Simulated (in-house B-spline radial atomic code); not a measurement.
Ionisation energy of Re⁺ ([Xe] 4f¹⁴ 5d⁵ 6s → [Xe] 4f¹⁴ 5d⁵). All-electron spherical atom, scalar X2C, SCAN start, no spin-orbit coupling, Breit or QED terms; computed with a B-spline radial code. Differences of total energies, each species on its own start, beside the G₀W₀ level.

```
Z = 75
electrons = 74.0
configuration = [Xe] 4f14 5d5 6s1
hamiltonian = x2c
method = scan,scan
lmax = 9
rms_radius = 5.3698
spin_polarised = True
box_radius = 23.78
intervals = 70
ion_configuration = [Xe] 4f14 5d5
```

Run as:
```bash
python run_gw.py task.json out
```

The results, method by method:

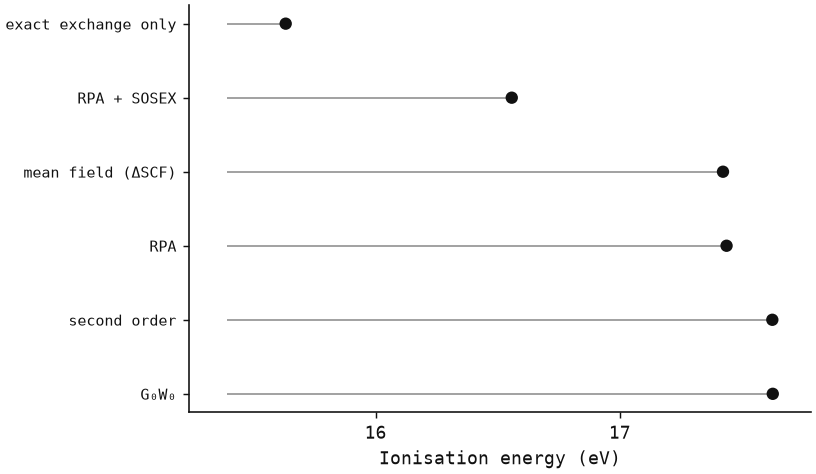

```csv
Method,Ionisation energy (eV)
mean field (ΔSCF),17.42
exact exchange only,15.63
second order,17.62
RPA,17.44
RPA + SOSEX,16.56
G₀W₀,17.63
```

The values run from 15.63 eV (exact exchange only) to 17.63 eV (G₀W₀).

Caveat: relativistic terms absent here (spin-orbit coupling, Breit, QED) can be large for so heavy or highly charged an atom or ion.
